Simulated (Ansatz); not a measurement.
# Calculations on CH₇ClSi

### Relaxation

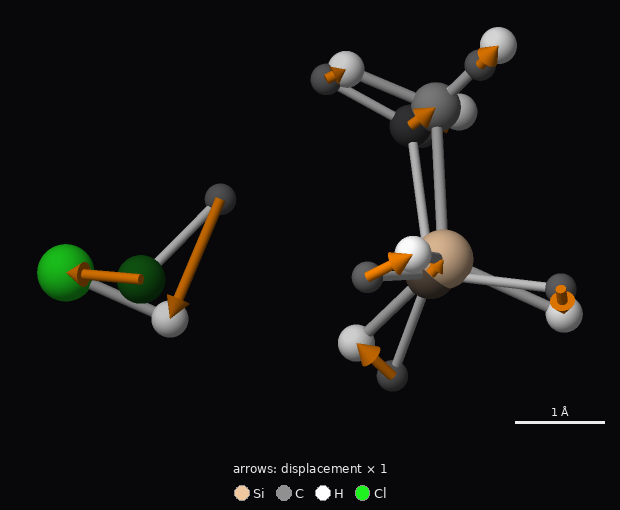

This is a relaxation of CH7ClSi. The starting structure is drawn faded, the final one solid; orange arrows show the displacements, at their true length. The two geometries are superimposed by the best rigid fit.

The picture is a ball-and-stick view, seen at a tilt.

The run prepares an end point of a later path (reaction) calculation, from a guessed geometry.

Level of theory: Ansatz 0.2.0, RKS revPBE/6-31G*. (no spin polarisation; force threshold 0.03 eV/Å; at most 50 steps)

Which element moves most?

Answer. Hydrogen: up to 1.47 Å, against 1.01 Å for chlorine.

What did the optimiser do to the structure, and how much energy did it gain?

Answer. The atom that moves furthest after the best rigid fit is an H atom (1.47 Å). Largest moves by element: H 1.47 Å, Cl 1.01 Å, C 0.37 Å, Si 0.22 Å. Some distances before and after: Cl–H 1.338 → 1.300 Å, H–Si 1.497 → 1.511 Å, C–Si 1.888 → 1.899 Å. Bond angles that change, for instance: Si–C–H 115.8° → 111.0°, C–Si–H 107.3° → 111.7°, H–C–H 104.8° → 108.0°. Groups turn about C–Si by about 30°. Over 24 accepted moves (28 points after the start) the energy falls by 31.5 kJ/mol. Largest force component: 0.95 eV/Å at the start, 0.0084 eV/Å at the end. The line search rejected the trial steps at points 11, 15, 26, 27 of the run. The forces were under the threshold at step 12, but the run went on from there.

### Relaxation

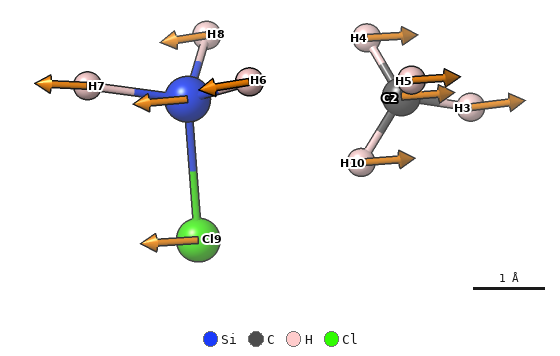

A relaxation of CH$_{7}$ClSi. The starting structure is drawn; orange arrows show the displacements, at their true length. The two geometries are superimposed by the best rigid fit.

Style: ball-and-stick. Shown at a tilt.

The run prepares an end point of a later path (reaction) calculation, from a guessed geometry.

Level of theory: Ansatz 0.2.0, RKS revPBE/6-31G*.

The input:
```yaml
crystal:
  periodic: [false, false, false]
  atoms:
    - { symbol: Si, position_ang: [-0.453861, 0.318467, -0.397595] }
    - { symbol: C, position_ang: [-0.112601, -0.210407, 2.632035] }
    - { symbol: H, position_ang: [-0.278741, -0.572558, 3.662035] }
    - { symbol: H, position_ang: [0.298579, -1.04044, 2.039728] }
    - { symbol: H, position_ang: [0.607247, 0.622626, 2.663805] }
    - { symbol: H, position_ang: [0.457157, 1.228231, 0.351192] }
    - { symbol: H, position_ang: [-0.348987, 0.631244, -1.864194] }
    - { symbol: H, position_ang: [-0.137426, -1.131979, -0.20525] }
    - { symbol: Cl, position_ang: [-2.474258, 0.669579, 0.130935] }
    - { symbol: H, position_ang: [-1.081507, 0.136337, 2.23171] }
basis:
  gaussian: { orbitals: "6-31G*" }
hamiltonian:
  xc: revpbe
relax:
  f_tol: 0.03
  max_steps: 50
```

Run as
```bash
ansatz run input.yaml --threads 1 --pin off --max-ram 2048MiB --backend cpu --events-out ev --progress --plain --runs-dir out
```

**What did the optimiser do to the structure, and how much energy did it gain?**

The atom that moves furthest after the best rigid fit is Cl9 (0.86 Å). Largest moves by element: Cl 0.86 Å, Si 0.81 Å, H 0.81 Å, C 0.79 Å. Near-neighbour distances that change, for instance: Si1–Cl9 2.118 → 2.088 Å, Si1–H6 1.489 → 1.496 Å, Si1–H7 1.503 → 1.497 Å. Among the angles between lasting bonds that change: H6–Si1–H8 113.4° → 110.3°, H7–Si1–Cl9 106.0° → 108.7°, H4–C2–H10 111.7° → 109.5°. Over 9 geometry steps the energy falls by 7.17 kcal/mol. Largest force component: 0.67 eV/Å at the start, 0.0092 eV/Å at the end.

Limits of the set-up: the start holds two separate molecules, 2.3 Å apart at their closest, whose relative position is a soft coordinate and is computed without a dispersion correction.

### Path

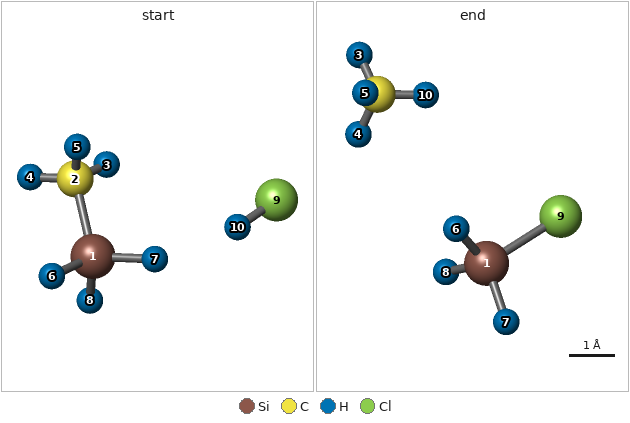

The two relaxed end points of a path for CH7ClSi. A ball-and-stick model, seen at a tilt.

The calculation used Ansatz 0.2.0, RKS revPBE/6-31G*.

Run with 5 movable images; climbing image; force threshold 0.05 eV/Å; iteration limit 60.

Start:
```xyz
10

Si    0.2935   -0.0740    0.2459
C     0.5277   -0.2570    2.1216
H    -0.4012   -0.6090    2.6028
H     1.3261   -0.9853    2.3463
H     0.8063    0.7073    2.5806
H     1.5342    0.4483   -0.4214
H    -0.8155    0.9056   -0.0586
H    -0.0791   -1.3806   -0.3946
Cl   -3.8887    0.8645    1.4769
H    -2.8277    1.0311    0.7448
```

End:
```xyz
10

Si   -0.8501    0.4209   -1.1441
C     0.2634   -0.3203    3.3510
H     0.2553   -0.6338    4.4068
H     0.5416   -1.1775    2.7174
H     0.9962    0.4908    3.2151
H     0.1469    1.3082   -0.4678
H    -0.8071    0.6333   -2.6249
H    -0.5715   -1.0135   -0.8223
Cl   -2.7600    0.9055   -0.4538
H    -0.7390    0.0375    3.0671
```

**What barrier does the band find between them, and by what path?**

The energy climbs by 1.78 eV to image 2 and then falls by 2.87 eV, so the end point sits at −1.08 eV. Breaking: Cl9–H10 (1.30 → 1.80 at the top → 4.15 Å), Si1–C2 (1.90 → 2.18 at the top → 4.69 Å). Forming: C2–H10 (3.85 → 1.27 at the top → 1.10 Å), Si1–Cl9 (4.46 → 2.65 at the top → 2.09 Å). The band converged in 24 iterations, with a climbing image at the top. At the top, the vibrational analysis gives one imaginary mode (624i cm⁻¹), as a transition state must have.

Energies of the converged images:

| image | path (Å) | E (eV) |
| --- | --- | --- |
| 0 | 0.00 | 0.000 |
| 1 | 2.31 | 0.057 |
| 2 | 4.61 | 1.782 |
| 3 | 6.19 | -0.297 |
| 4 | 7.78 | -1.044 |
| 5 | 9.36 | -1.082 |
| 6 | 10.95 | -1.085 |

The geometry at the top of the path:

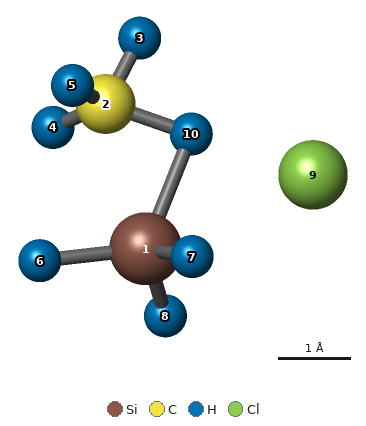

The run took 3.9 min on 1 thread of Arm Neoverse V2, with other jobs on the host, peak memory 0.1 GiB.
